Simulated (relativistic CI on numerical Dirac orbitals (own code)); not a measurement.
# Relativistic CI calculation for F⁶⁺

System: F⁶⁺.
Method: Dirac-Coulomb-Breit CI, KLI orbitals optimised for each configuration, model QED (radiative potential, 1s self-energy scaled to tabulated hydrogen-like ionisation energies), valence Slater integrals scaled by 0.9, P86 correlation estimate, and configurations built on the next ion tied to the tabulated ionisation energy (semi-empirical) (relativistic CI on numerical Dirac orbitals, in-house).

### Key numbers

| quantity | value |
| --- | --- |
| outcome | converged |
| lowest level | 2s ²S₁/₂ |
| first excited level | 2p ²P°₁/₂, 114,485 cm⁻¹ |
| levels computed | 15 |
| SCF iterations | 60 |
| hardware | 1 CPU thread, shared host |

### Remarks

Caveats: configurations built on the next ion are tied to the tabulated ionisation energy, low ones can still be off by several thousand cm⁻¹ and the others by 10000 or more; one shift a configuration: terms inside it, and wavelengths, can be off by thousands of cm⁻¹; only a limited list of configurations is included, so lower levels can be missing.

### Input file
```
atom F  Z=9  charge=6  electrons=3
nucleus A=19  rms_radius_fm=2.8976
hamiltonian dirac-coulomb  breit=on  qed=on  c_scale=1
orbitals kli  potential=per-configuration
slater_scale 0.9
correlation anchor
mixing on
configurations
  [He] 2s
  [He] 2p
  [He] 3s
  [He] 3p
  [He] 3d
  [He] 4s
  [He] 4p
  [He] 4f
  [He] 4d
end
```

Launched within a batch (the task file carries these settings):
```bash
python <driver script> task.json out
```

The program writes its results to a structured record and prints no log; tables and figures of this report are taken from that record.

### The lowest 15 levels

```
Configuration   Level  E (eV)  LS purity (%)  Landé g  Lifetime (s; – stable or not computed)
           2s   ²S₁/₂       0            100    2.002                                       –
           2p  ²P°₁/₂   14.19            100    0.665                                1.9×10⁻⁹
           2p  ²P°₃/₂   14.31            100    1.334                                1.9×10⁻⁹
           3s   ²S₁/₂   105.8            100    2.002                               3.5×10⁻¹¹
           3p  ²P°₁/₂   109.6            100    0.666                               2.1×10⁻¹¹
           3p  ²P°₃/₂   109.7            100    1.334                               2.1×10⁻¹¹
           3d   ²D₃/₂   110.7            100    0.799                               6.2×10⁻¹²
           3d   ²D₅/₂   110.7            100    1.200                               6.3×10⁻¹²
           4s   ²S₁/₂   141.3            100    2.002                               5.3×10⁻¹¹
           4p  ²P°₁/₂   142.8            100    0.666                               3.4×10⁻¹¹
           4p  ²P°₃/₂   142.8            100    1.334                               3.4×10⁻¹¹
           4d   ²D₃/₂   143.3            100    0.799                               1.4×10⁻¹¹
           4d   ²D₅/₂   143.3            100    1.200                               1.4×10⁻¹¹
           4f  ²F°₅/₂   143.5            100    0.857                               2.9×10⁻¹¹
           4f  ²F°₇/₂   143.5            100    1.143                               2.9×10⁻¹¹
```

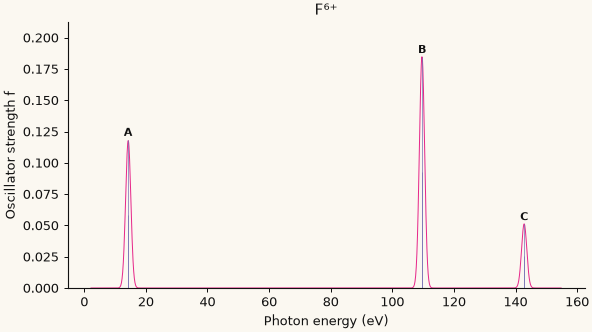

Fig. 1: Absorption lines from the lowest level (oscillator strengths f) for F⁶⁺ (fluorine, Z = 9). The envelope is a Gaussian of full width 2 eV, scaled to the tallest stick. A: 2p ²P°₃/₂ ← 2s ²S₁/₂, 14.31 eV, f = 0.12; B: 3p ²P°₃/₂ ← 2s ²S₁/₂, 109.7 eV, f = 0.18; C: 4p ²P°₃/₂ ← 2s ²S₁/₂, 142.8 eV, f = 0.051. The strongest, B, lies in the extreme ultraviolet region.
